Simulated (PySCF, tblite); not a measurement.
# CH₆O₄P₂Si, a small gas-phase stand-in for a defect centre: NMR shifts, core binding energies and electronic excitations, part 2 of 2

tblite 0.8.0 and PySCF 2.14.0. Atoms count from 0, parts from 1.

## Step 5: X-ray photoelectron lines: SCAN, X2C

What the job is given:

```
{"job": {"kind": "xps", "holes": 5}, "charge": 0, "multiplicity": 1}
C     -0.041532     1.062326     1.821376
P      1.495909     0.393724     1.259820
Si     1.934251    -0.002653    -0.929968
O     -1.208851     0.612935     1.370892
P     -1.487066    -0.469002     0.138997
O     -0.334812    -1.377244    -0.057280
O     -2.898514    -1.057554     0.557727
O     -1.920927     0.422984    -1.101384
H      2.314499     1.503253     1.577477
H      0.852777     0.554323    -1.811018
H      3.168642     0.791761    -1.225951
H      2.173707    -1.430830    -1.257830
H     -2.871967    -1.541787     1.393912
H     -1.182610     0.523180    -1.722389
```

Method: delta-SCF UKS SCAN, pcX-2 on the ionised atom, pcseg-1 elsewhere, spin-free X2C.

The log of the run:

```text
ground state, core basis on atom 0 (C), 185 functions
  cycle   1  E = -1316.61056358  |g| = 1.12e+00
  cycle   2  E = -1315.97944305  |g| = 2.09e+00
  cycle   3  E = -1316.81197875  |g| = 4.21e-01
  cycle   4  E = -1316.84544983  |g| = 1.28e-01
  cycle   5  E = -1316.84703866  |g| = 8.26e-02
  cycle   6  E = -1316.84916024  |g| = 2.43e-02
  cycle   7  E = -1316.84931160  |g| = 6.17e-03
  cycle   8  E = -1316.84932233  |g| = 2.44e-03
  cycle   9  E = -1316.84932495  |g| = 1.23e-03
  cycle  10  E = -1316.84932613  |g| = 2.26e-04
  E(ground) = -1316.94623726 Eh
hole in C 1s of atom 0
  cycle   1  E = -1305.52312417  |g| = 1.49e+00
  cycle   2  E = -1301.80424008  |g| = 2.96e+00
  cycle   3  E = -1305.82825867  |g| = 7.31e-01
  cycle   4  E = -1305.64802543  |g| = 9.86e-01
  cycle   5  E = -1306.08507121  |g| = 2.45e-01
  cycle   6  E = -1306.11317512  |g| = 1.48e-01
  cycle   7  E = -1306.12538763  |g| = 6.01e-02
  cycle   8  E = -1306.12781007  |g| = 2.85e-02
  cycle   9  E = -1306.12839709  |g| = 1.90e-02
  cycle  10  E = -1306.12907135  |g| = 1.74e-02
  cycle  11  E = -1306.12945922  |g| = 8.84e-03
  cycle  12  E = -1306.12952266  |g| = 4.12e-03
  cycle  13  E = -1306.12953489  |g| = 2.34e-03
  cycle  14  E = -1306.12953715  |g| = 8.43e-04
  cycle  15  E = -1306.12953859  |g| = 3.77e-04
  E(ion) = -1306.22617582 Eh   <S^2> = 1.1230   hole on atom = 1.000   binding energy = 291.708 eV
ground state, core basis on atom 1 (P), 196 functions
  cycle   1  E = -1316.96151040  |g| = 3.39e-01
  cycle   2  E = -1316.95979876  |g| = 7.97e-02
  cycle   3  E = -1316.94551975  |g| = 2.25e-01
  cycle   4  E = -1316.96187566  |g| = 1.96e-02
  cycle   5  E = -1316.96197567  |g| = 5.68e-03
  cycle   6  E = -1316.96197950  |g| = 3.33e-03
  cycle   7  E = -1316.96198396  |g| = 4.78e-04
  E(ground) = -1317.02809849 Eh
hole in P 2p of atom 1
  cycle   1  E = -1311.52704373  |g| = 1.39e+00
  cycle   2  E = -1310.91613522  |g| = 1.55e+00
  cycle   3  E = -1311.61117519  |g| = 7.50e-01
  cycle   4  E = -1311.89585607  |g| = 2.73e-01
  cycle   5  E = -1311.92019744  |g| = 1.71e-01
  cycle   6  E = -1311.93249280  |g| = 7.47e-02
  cycle   7  E = -1311.93462133  |g| = 2.30e-02
  cycle   8  E = -1311.93478104  |g| = 1.28e-02
  cycle   9  E = -1311.93484685  |g| = 2.62e-03
  cycle  10  E = -1311.93485528  |g| = 1.84e-03
  cycle  11  E = -1311.93485876  |g| = 1.20e-03
  cycle  12  E = -1311.93486457  |g| = 8.33e-04
  cycle  13  E = -1311.93486873  |g| = 7.37e-04
  cycle  14  E = -1311.93487587  |g| = 6.95e-04
  cycle  15  E = -1311.93488453  |g| = 6.98e-04
  cycle  16  E = -1311.93488994  |g| = 6.55e-04
  cycle  17  E = -1311.93489129  |g| = 6.46e-04
  cycle  18  E = -1311.93489305  |g| = 6.60e-04
  cycle  19  E = -1311.93491035  |g| = 7.26e-04
  cycle  20  E = -1311.93492133  |g| = 7.59e-04
  cycle  21  E = -1311.93491697  |g| = 5.97e-04
  cycle  22  E = -1311.93492656  |g| = 1.16e-03
  cycle  23  E = -1311.93492937  |g| = 1.34e-03
  cycle  24  E = -1311.93492981  |g| = 1.47e-03
  cycle  25  E = -1311.93492998  |g| = 1.08e-03
  cycle  26  E = -1311.93493205  |g| = 9.46e-04
  cycle  27  E = -1311.93493469  |g| = 2.04e-03
  cycle  28  E = -1311.93493236  |g| = 1.09e-03
  cycle  29  E = -1311.93493326  |g| = 5.28e-04
  cycle  30  E = -1311.93493603  |g| = 9.57e-04
  cycle  31  E = -1311.93493541  |g| = 5.67e-04
  cycle  32  E = -1311.93493178  |g| = 2.17e-04
  E(ion) = -1312.01133463 Eh   <S^2> = 0.7989   hole on atom = 1.002   binding energy = 136.513 eV
  2p3/2 = 136.258 eV   2p1/2 = 137.146 eV
ground state, core basis on atom 2 (Si), 196 functions
  cycle   1  E = -1316.93806948  |g| = 2.90e-01
  cycle   2  E = -1316.93525535  |g| = 1.04e-01
  cycle   3  E = -1316.92223833  |g| = 2.21e-01
  cycle   4  E = -1316.93859930  |g| = 2.68e-02
  cycle   5  E = -1316.93876993  |g| = 9.59e-03
  cycle   6  E = -1316.93878470  |g| = 3.52e-03
  cycle   7  E = -1316.93878847  |g| = 8.00e-04
  cycle   8  E = -1316.93879013  |g| = 3.89e-04
  E(ground) = -1316.99331151 Eh
hole in Si 2p of atom 2
  cycle   1  E = -1312.64980472  |g| = 1.23e+00
  cycle   2  E = -1311.39093589  |g| = 1.64e+00
  cycle   3  E = -1312.03165110  |g| = 1.18e+00
  cycle   4  E = -1312.94391039  |g| = 2.63e-01
  cycle   5  E = -1312.96280906  |g| = 2.18e-01
  cycle   6  E = -1312.98677204  |g| = 9.69e-02
  cycle   7  E = -1312.99060447  |g| = 2.18e-02
  cycle   8  E = -1312.99087855  |g| = 6.90e-03
  cycle   9  E = -1312.99089621  |g| = 4.10e-03
  cycle  10  E = -1312.99090408  |g| = 1.54e-03
  cycle  11  E = -1312.99090774  |g| = 6.98e-04
  cycle  12  E = -1312.99090867  |g| = 6.36e-04
  cycle  13  E = -1312.99090943  |g| = 6.15e-04
  cycle  14  E = -1312.99091150  |g| = 6.11e-04
  cycle  15  E = -1312.99091648  |g| = 6.01e-04
  cycle  16  E = -1312.99092996  |g| = 5.31e-04
  cycle  17  E = -1312.99093091  |g| = 4.66e-04
  E(ion) = -1313.05711196 Eh   <S^2> = 0.7577   hole on atom = 1.002   binding energy = 107.109 eV
  2p3/2 = 106.920 eV   2p1/2 = 107.544 eV
ground state, core basis on atom 3 (O), 185 functions
  cycle   1  E = -1316.87759708  |g| = 1.07e-01
  cycle   2  E = -1316.87470282  |g| = 1.35e-01
  cycle   3  E = -1316.87717107  |g| = 7.13e-02
  cycle   4  E = -1316.87799181  |g| = 3.12e-02
  cycle   5  E = -1316.87829760  |g| = 4.54e-03
  cycle   6  E = -1316.87830022  |g| = 7.33e-04
  cycle   7  E = -1316.87830282  |g| = 3.58e-04
  E(ground) = -1316.97270616 Eh
hole in O 1s of atom 3
  cycle   1  E = -1296.18646975  |g| = 2.24e+00
  cycle   2  E = -1294.35376065  |g| = 2.78e+00
  cycle   3  E = -1296.06969434  |g| = 1.20e+00
  cycle   4  E = -1296.43210538  |g| = 9.70e-01
  cycle   5  E = -1297.01220819  |g| = 2.31e-01
  cycle   6  E = -1297.02101694  |g| = 1.91e-01
  cycle   7  E = -1297.03719729  |g| = 4.79e-02
  cycle   8  E = -1297.03814159  |g| = 2.58e-02
  cycle   9  E = -1297.03841120  |g| = 4.20e-03
  cycle  10  E = -1297.03842590  |g| = 1.91e-03
  cycle  11  E = -1297.03843353  |g| = 1.12e-03
  cycle  12  E = -1297.03843795  |g| = 9.05e-04
  cycle  13  E = -1297.03844414  |g| = 7.27e-04
  cycle  14  E = -1297.03844486  |g| = 3.70e-04
  E(ion) = -1297.13355560 Eh   <S^2> = 0.7686   hole on atom = 1.000   binding energy = 539.851 eV
ground state, core basis on atom 4 (P), 196 functions
  cycle   1  E = -1317.00594013  |g| = 3.60e-01
  cycle   2  E = -1316.99943288  |g| = 2.20e-01
  cycle   3  E = -1316.99393577  |g| = 2.64e-01
  cycle   4  E = -1317.00706820  |g| = 6.64e-02
  cycle   5  E = -1317.00828719  |g| = 1.68e-02
  cycle   6  E = -1317.00836703  |g| = 3.48e-03
  cycle   7  E = -1317.00836701  |g| = 1.05e-03
  cycle   8  E = -1317.00836806  |g| = 5.62e-04
  cycle   9  E = -1317.00836718  |g| = 2.37e-04
  E(ground) = -1317.07143022 Eh
hole in P 2p of atom 4
  cycle   1  E = -1311.43663938  |g| = 1.41e+00
  cycle   2  E = -1308.72235898  |g| = 2.61e+00
  cycle   3  E = -1311.36249815  |g| = 9.28e-01
  cycle   4  E = -1311.73737083  |g| = 4.49e-01
  cycle   5  E = -1311.78350365  |g| = 2.83e-01
  cycle   6  E = -1311.81074134  |g| = 1.21e-01
  cycle   7  E = -1311.81682383  |g| = 5.10e-02
  cycle   8  E = -1311.81814840  |g| = 2.60e-02
  cycle   9  E = -1311.81854788  |g| = 6.63e-03
  cycle  10  E = -1311.81856539  |g| = 2.98e-03
  cycle  11  E = -1311.81856926  |g| = 1.13e-03
  cycle  12  E = -1311.81857063  |g| = 3.22e-04
  E(ion) = -1311.89379425 Eh   <S^2> = 0.7546   hole on atom = 1.002   binding energy = 140.891 eV
  2p3/2 = 140.647 eV   2p1/2 = 141.539 eV
```

Run time: 82 s. Hardware: 1 thread of Arm Neoverse V1, shared host; peak memory 0.74 GiB.

Binding energies by hole, beside the orbital energy of the ground state; the difference holds orbital relaxation and, for a density functional, its self-interaction error:

```tsv
hole	stands for	environment	ΔSCF (eV; 2p as the shell's mean)	−ε (eV)	⟨S²⟩
C1s on C0	C0	carbon bonded to O, P	291.71 (doubtful)	275.8	1.123
P2p on P1	P1	phosphorus bonded to C, Si, H	136.55	126.0	0.799
Si2p on Si2	Si2	silicon bonded to P, 3 H	107.13	96.8	0.758
O1s on O3	O3	oxygen bonded to C, P	539.85	519.0	0.769
P2p on P4	P4	phosphorus bonded to 4 O	140.94	129.8	0.755
```

Doubtful: the ion did not converge, its hole moved, or its ⟨S²⟩ is well above 0.75.

With the spin-orbit splitting: P1 2p3/2 136.26, 2p1/2 137.15 eV; Si2 2p3/2 106.92, 2p1/2 107.54 eV; P4 2p3/2 140.65, 2p1/2 141.54 eV. The table gives each 2p level as the mean over the whole 2p shell (two parts 2p3/2, one part 2p1/2), which differs a little from the single hole in the log.

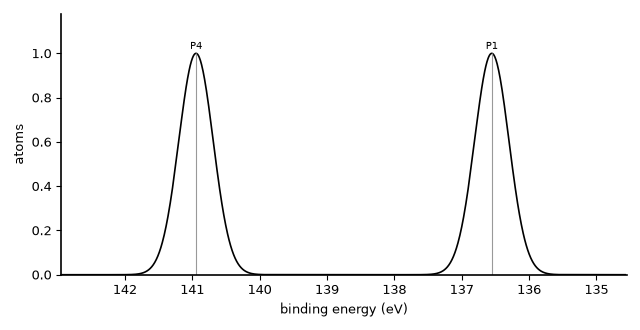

The P2p photoelectron lines, weighted by the number of atoms. Lines are broadened to a width of 0.60 eV (Gaussian).

## Step 6: Excited states and response: CAM-B3LYP/def2-SVPD

Settings changed since step 5:

```diff
@@ -1,2 +1,2 @@
-{"job": {"kind": "xps", "holes": 5}, "charge": 0, "multiplicity": 1}
+{"job": {"kind": "uv", "xc": "CAM-B3LYP", "basis": "def2-SVPD", "nstates": 6, "ntriplets": 2, "ip": true}, "charge": 0, "multiplicity": 1}
 C     -0.041532     1.062326     1.821376
```

Level: TDDFT CAM-B3LYP/def2-SVPD, vertical, gas phase, core orbitals frozen in the response.

The log of the run:

```text
coarse grid: 14024 points
cycle   1  E = -1313.7124949858  dE =  1.451e+00  |g| = 1.164e+00  |ddm| = 5.654e+00
cycle   2  E = -1313.5451432047  dE =  1.674e-01  |g| = 1.529e+00  |ddm| = 4.987e+00
cycle   3  E = -1313.9682142286  dE = -4.231e-01  |g| = 1.900e-01  |ddm| = 2.449e+00
cycle   4  E = -1313.9742382907  dE = -6.024e-03  |g| = 7.858e-02  |ddm| = 2.865e-01
cycle   5  E = -1313.9754650834  dE = -1.227e-03  |g| = 1.261e-02  |ddm| = 1.111e-01
cycle   6  E = -1313.9755142766  dE = -4.919e-05  |g| = 5.899e-03  |ddm| = 4.002e-02
cycle   7  E = -1313.9755253813  dE = -1.110e-05  |g| = 2.684e-03  |ddm| = 1.633e-02
cycle   8  E = -1313.9755284115  dE = -3.030e-06  |g| = 7.759e-04  |ddm| = 9.932e-03
final grid: 124056 points
cycle   9  E = -1314.1642175679  dE = -2.178e-05  |g| = 1.468e-03  |ddm| = 5.329e-02
cycle  10  E = -1314.1642177089  dE = -1.410e-07  |g| = 1.566e-03  |ddm| = 6.759e-03
cycle  11  E = -1314.1642181527  dE = -4.438e-07  |g| = 3.252e-04  |ddm| = 2.563e-03
cycle  12  E = -1314.1642181735  dE = -2.078e-08  |g| = 1.746e-04  |ddm| = 7.577e-04
cycle  13  E = -1314.1642181800  dE = -6.498e-09  |g| = 4.115e-05  |ddm| = 2.918e-04
cycle  14  E = -1314.1642181805  dE = -5.725e-10  |g| = 1.509e-05  |ddm| = 1.209e-04
converged SCF energy = -1314.1642181805

Static polarisability (au): isotropic 106.369, principal 83.145 105.566 130.396

Singlet excitations
state   eV       nm        f      main configurations
  1   2.3326    531.5   0.00097   H->L 0.96
  2   4.6131    268.8   0.01648   H-1->L 0.65, H->L+3 0.15, H->L+2 0.09
  3   5.1160    242.3   0.10016   H->L+1 0.75, H-1->L 0.13
  4   5.5322    224.1   0.08235   H->L+2 0.59, H->L+4 0.11, H-1->L 0.10
  5   5.9948    206.8   0.10376   H->L+3 0.58, H->L+2 0.19, H->L+4 0.08
  6   6.0741    204.1   0.00666   H-1->L+3 0.36, H-1->L+2 0.33, H-1->L+1 0.17

Triplet excitations (Tamm-Dancoff, eV): 1.1970 3.3114
Vertical ionisation energy (delta-SCF) = 7.9436 eV
Vertical electron affinity (delta-SCF) = 0.4433 eV
```

Run time: 3.1 min. Hardware: 1 thread of Arm Neoverse V1, shared host; peak memory 1.3 GiB.

The orbitals next to the gap, with their largest atomic shares:

```tsv
orbital	eV	atoms
HOMO−3	-11.12	O5 39 %, Si2 13 %, P1 13 %
HOMO−2	-10.90	O5 42 %, Si2 16 %, H10 13 %
HOMO−1	-8.76	P1 54 %, C0 17 %, Si2 11 %
HOMO	-7.46	C0 54 %, O3 17 %, P1 16 %
LUMO	-0.88	C0 43 %, P1 22 %, O3 16 %
LUMO+1	0.20	O6 17 %, P4 13 %, O7 13 %
LUMO+2	0.69	Si2 23 %, O7 12 %, H9 11 %
```

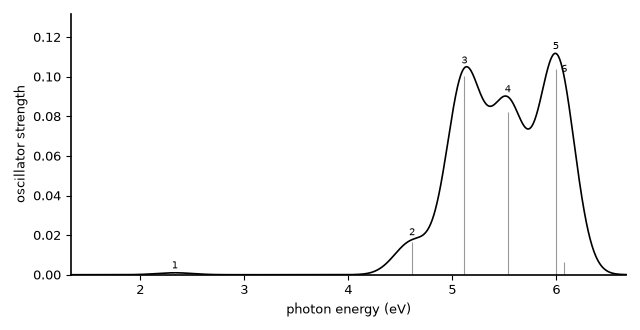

Absorption spectrum from the 6 singlet states computed; above the last one it falls off for lack of states. Lines are broadened to a width of 0.40 eV (Gaussian).

Ground-state properties from the same run:

```tsv
property	computed
dipole moment (D)	1.93
polarisability (Å³)	15.76
HOMO–LUMO gap (eV)	6.58
−ε(HOMO) (eV)	7.46
```

## Step 7: Outcome

This closing draws on all 2 parts.

| quantity | value |
| --- | --- |
| point group | C1 |
| rotational constants (main isotopes) | 2.07, 0.91, 0.75 GHz |
| 13C shifts against TMS (PBE0/pcSseg-1) | 556.5 ppm |
| 1H shifts against TMS (PBE0/pcSseg-1) | 7.06, 4.44, 3.94, 3.92, 3.86, 3.72 ppm |
| 31P shifts against H3PO4 (PBE0/pcSseg-1) | -15.7, -56.3 ppm |
| 29Si shifts against TMS (PBE0/pcSseg-1) | -92.0 ppm |
| 17O shifts against H2O (PBE0/pcSseg-1) | 452.3, 172.4, 118.8, 108.4 ppm |
| P2p binding energies, SCAN/pcX-2 | P4 140.94, P1 136.55 eV |
| Si2p binding energies, SCAN/pcX-2 | Si2 107.13 eV |
| O1s binding energies, SCAN/pcX-2 (standing for 1 of 4 atoms) | O3 539.85 eV |
| lowest singlet (CAM-B3LYP/def2-SVPD) | 2.33 eV (532 nm), f = 0.001 |
| brightest single state of those computed | state 5, 5.99 eV, f = 0.104 |
| lowest triplet | 1.20 eV |
| vertical ionisation energy (ΔSCF) | 7.94 eV |
| vertical electron affinity (ΔSCF) | 0.44 eV |

In words: The start of the PBE0/def2-SVP relaxation was shaken at random by about 0.01 Å, so part of the energy gained, and of the first lengths quoted, undoes that. Relaxing lowered the energy by 0.642 eV in 39 steps; the close pair that moved most is Si2–H9, from 1.440 to 1.502 Å (PBE0/def2-SVP). No frequency check was run at this level, so the end point may be a saddle. Hydrogens of an XH3 group are listed apart at this fixed geometry; free rotation makes them one line at their mean. At PBE0/pcSseg-1: The widest tensor belongs to C0: span 1249 ppm, with a paramagnetic part of -622 ppm. At SCAN/pcX-2: P4 (phosphorus bonded to 4 O) binds its P2p electron 4.39 eV more tightly than P1 (phosphorus bonded to C, Si, H). The lowest singlet, at 2.33 eV, is HOMO→LUMO 0.96 and is dark; of the 6 states computed, the strongest absorption comes from state 5 at 5.99 eV. The lowest triplet lies 1.14 eV below the lowest singlet (triplets in Tamm-Dancoff, singlets in full TDDFT). The orbital energy would give 7.46 eV for ionisation, ΔSCF gives 7.94 eV. A capped cluster stands for the solid here, so long-range fields and strain are missing, and bands or shifts of the capping hydrogens have no counterpart in it.
